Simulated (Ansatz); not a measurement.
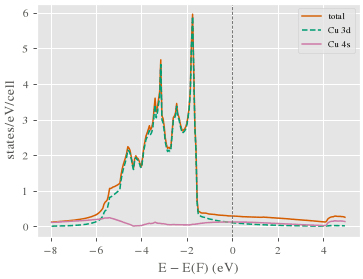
Figure. Total and projected density of states of Cu (fcc (Cu type), space group No. 225), LDA in the plane-wave PAW code Ansatz

Question: Which orbitals carry the states next to the Fermi level?

Answer: Within 0.5 eV of the Fermi level: Cu 4s 42 %, Cu 3d 36 %, outside the projected shells 22 %. Projections are on Löwdin-orthogonalised atomic valence shells; empty p or d shells of many metals are not among them.

Question: Where is the tallest occupied peak in this window, and what makes it?

Answer: Near -1.8 eV, about 6.0 states/eV per cell; the largest projected share is Cu 3d.

Space group Fm-3m (fcc (Cu type)). Symmetry was held in the LDA relaxation. No spin polarisation was allowed.

Potentials: the later of the program's two PAW sets.
